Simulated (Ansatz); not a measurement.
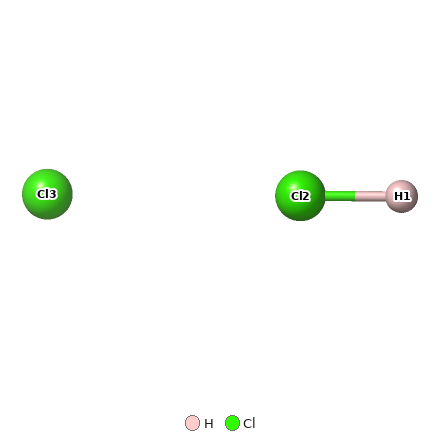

The system is H⁻ + Cl₂; the picture shows the reference structure. Coordinates scanned: (1) distance H1–Cl2; (2) distance Cl2–Cl3. Nothing is relaxed (the angle H1–Cl2–Cl3 is fixed at 180 degrees). The grid has 10 × 10 points. Energies are in kJ/mol, from H with charge -1 far from the relaxed ClCl (each part in its own basis). The restricted reference is unstable at some or all points, so the energies there are unreliable. These are results of RHF-CCSD(T), frozen core/def2-TZVPD in Ansatz, not measurements.

Its coordinates:

```xyz
3

H    -1.2900    0.0000    0.0000
Cl    0.0000    0.0000    0.0000
Cl    3.2320    0.0000    0.0000
```

Range: distance H1–Cl2 from 1.064 to 2.664 Å; distance Cl2–Cl3 from 1.632 to 3.232 Å.

Q: What landscape does the calculation give?

A: The lowest grid point is at distance H1–Cl2 = 1.290 Å, distance Cl2–Cl3 = 3.232 Å, −551 kJ/mol from H with charge -1 far from the relaxed ClCl (each part in its own basis). It lies in a valley that leaves the map towards separated partners. The highest grid point, distance H1–Cl2 = 1.064 Å, distance Cl2–Cl3 = 1.632 Å, lies 1146 kJ/mol above the lowest.

```
distance Cl2–Cl3 ↓, distance H1–Cl2 →  1.064  1.156  1.290  1.448  1.622  1.809  2.008  2.218  2.437  2.664
                                3.232   −437   −518   −551   −522   −459   −385   −319   −267   −234   −217
                                3.005   −430   −513   −547   −520   −460   −391   −329   −282   −251   −235
                                2.786   −416   −500   −536   −513   −458   −395   −339   −296   −268   −252
                                2.576   −386   −472   −512   −496   −448   −393   −344   −305   −278   −263
                                2.377   −331   −421   −468   −460   −423   −378   −336   −301   −275   −259
                                2.190   −238   −333   −390   −395   −372   −339   −305   −275   −249   −229
                                2.016    −93   −197   −267   −288   −282   −263   −240   −216   −193   −173
                                1.858    112     −2    −88   −129   −142   −140   −131   −119   −106    −92
                                1.724    363    240    138     78     46     30     23     23     26     31
                                1.632    595    465    352    279    234    205    188    179    176    177
```

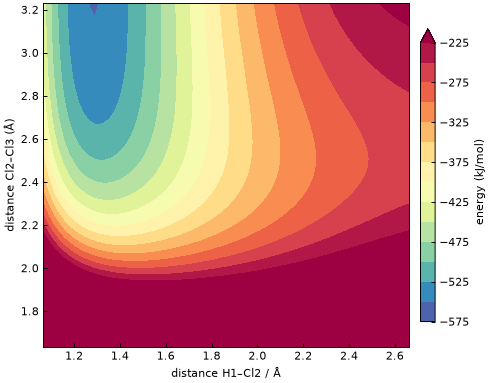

Drawn: filled contours, one colour for all values above the top of the scale. Between grid points the surface is interpolated.

Time for the 100 points that were run: 38 min on 1 thread of Arm Neoverse V1, on a shared host.
